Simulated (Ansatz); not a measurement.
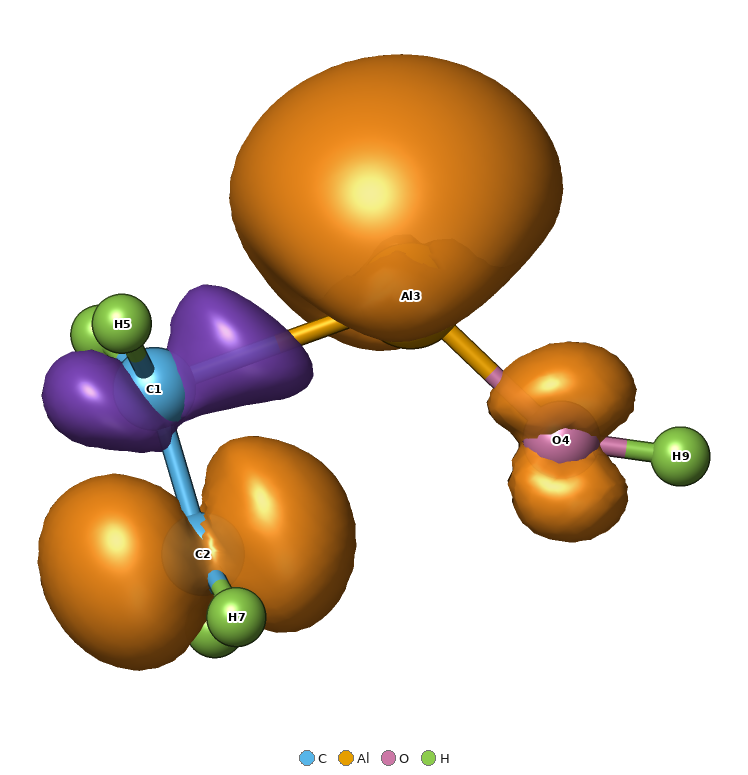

Figure. C2H5AlO (charge +1, doublet). Isosurfaces of the spin density (α minus β) at +0.02 (orange) and −0.02 e/Å³ (purple), seen across its widest extent.

Geometry: PBE0-D3(BJ)/def2-SVP.

Theory: Ansatz, isolated molecule in a Gaussian basis; Kohn-Sham density functional theory, functional PBE0.

```xyz
9

C    -0.7979    2.6462   -1.1235
C    -1.3373    2.9241    0.1074
Al    1.1393    2.0702   -0.2985
O     1.2930    2.1547    1.3534
H    -0.4579    3.4644   -1.7752
H    -1.0425    1.7030   -1.6338
H    -1.2540    3.9187    0.5594
H    -1.8401    2.1527    0.7011
H     1.8953    2.0151    2.0882
```

**Where is the unpaired spin?**

The unpaired spin (1 electron) lies mostly on Al3 (about 0.7), C2 (about 0.2) and O4 (about 0.1), in electrons by Hirshfeld's partition.
